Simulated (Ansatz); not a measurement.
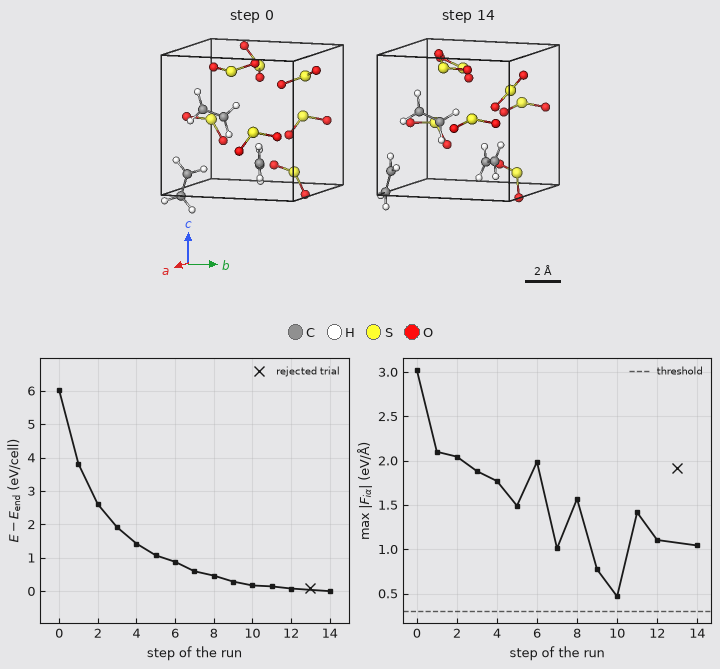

First and last geometry of a relaxation of an amorphous cell of composition H₂CSO₂, with the history of the run. Style: ball-and-stick. Shown: the cell of the calculation, slightly off an axis.

The cell holds 3 C2H4 + 6 SO2. The run prepares the start of a later molecular dynamics calculation, from a guessed geometry.

Level of theory: DFT PBE-D3(BJ), scalar-relativistic, plane waves, PAW in Ansatz. (plane-wave cutoff 420 eV; k-point mesh 1 × 1 × 1; occupations fermi dirac; smearing width 0.05 eV; no spin polarisation; atoms relaxed in a fixed cell; force threshold 0.3 eV/Å; at most 15 steps)

Question: Read the history and describe the run.

Answer: The relaxation stopped without meeting its thresholds, so the last structure isn't shown to be converged. It used up its limit of 15 steps. The largest move is that of an H atom, 1.58 Å along [−2 3 0]. By element the largest moves are H 1.58 Å, O 1.39 Å, C 1.18 Å, S 1.08 Å. The lattice vectors keep their values. Among the contacts that change: O–S 2.306 → 3.618 Å, S–S 2.880 → 3.786 Å, O–S 1.477 → 1.454 Å, C–H 1.085 → 1.097 Å. Among the angles between lasting bonds that change: O–S–O 119.8° → 116.0°, O–S–O 119.8° → 116.9°. Over 13 accepted moves (14 points after the start) the energy falls by 6.023 eV per cell of the calculation. The largest force component goes from 3 to 1 eV/Å. The line search rejected the trial step at point 13 of the run. Cost: 57 s on 1 thread of Intel(R) Xeon(R) Platinum 8488C (Sapphire Rapids), with other jobs on the host, peak memory 0.59 GiB.

```
step  E − E(0), meV/atom  largest force component, eV/Å      note
   0                0.00                         3.0247          
   1              -61.46                         2.0998          
   2              -95.00                         2.0448          
   3             -114.19                         1.8813          
   4             -127.75                         1.7696          
   5             -137.54                         1.4908          
   6             -142.91                         1.9861          
   7             -150.78                         1.0092          
   8             -154.39                         1.5684          
   9             -159.35                         0.7715          
  10             -162.58                         0.4672          
  11             -163.35                         1.4154          
  12             -165.14                         1.1042          
  13             -164.39                         1.9180  rejected
  14             -167.31                         1.0423
```

Limits of the set-up: the program's low-accuracy preset was used; the periodic images lie only 8.2 Å apart, so the values are limited by the cell's size.
